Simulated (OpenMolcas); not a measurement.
# GeSiH4F (SMILES F[SiH][GeH3]): methods side by side

The species is GeSiH4F (7 atoms), meant as a doublet with charge 0. SMILES: `F[SiH][GeH3]`. The shape is that of a PBE0-D4/def2-TZVP optimisation.

Quantity: the vertical energy of the quartet above the doublet, in eV. The values are calculated.

| level | kind | program | value (eV) |
| --- | --- | --- | --- |
| UHF/def2-SVPD | Hartree–Fock | OpenMolcas | 6.08 |
| USVWN5/def2-SVPD | LDA | OpenMolcas | 5.65 |
| UBLYP/def2-SVPD | GGA | OpenMolcas | 5.77 |
| UPBE/def2-SVPD | GGA | OpenMolcas | 5.60 |
| UTPSS/def2-SVPD | meta-GGA | OpenMolcas | 5.75 |
| UB3LYP/def2-SVPD | global hybrid | OpenMolcas | 5.99 |
| UBHLYP/def2-SVPD | global hybrid | OpenMolcas | 6.28 |
| UPBE0/def2-SVPD | global hybrid | OpenMolcas | 5.87 |

All-electron rows without a relativistic Hamiltonian named are non-relativistic. The values span 5.60 to 6.28 eV.

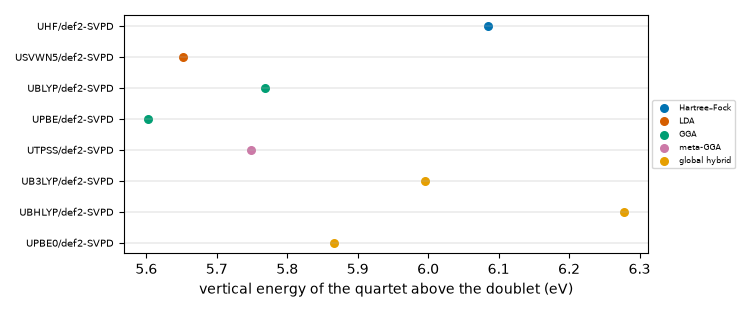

The values of the table, level by level.
